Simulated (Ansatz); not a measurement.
# ZrN, response to strain

Take ZrN in the rock salt structure (space group Fm-3m, No. 225; a = 4.552 Å) as the base.

Strains are applied to the cell and any free atomic positions relax.

The values are results of Kohn–Sham DFT with the PBEsol functional, run in Ansatz (a quantum-chemistry and plane-wave program) with PAW and 420 eV plane waves, scalar-relativistic without spin-orbit coupling, not measurements.

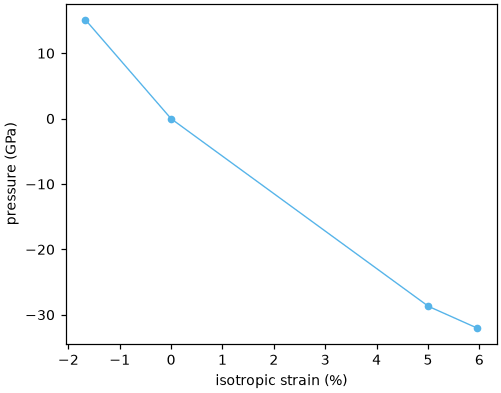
Pressure against isotropic strain

| isotropic strain (%) | pressure |
|---|---|
| -1.67 | 15.1 GPa |
| 5.01 | -28.7 GPa |
| 5.96 | -32.0 GPa |

Whether these cells are dynamically stable was not tested. All final runs are without spin polarisation. An odd electron count without spin: ZrN.
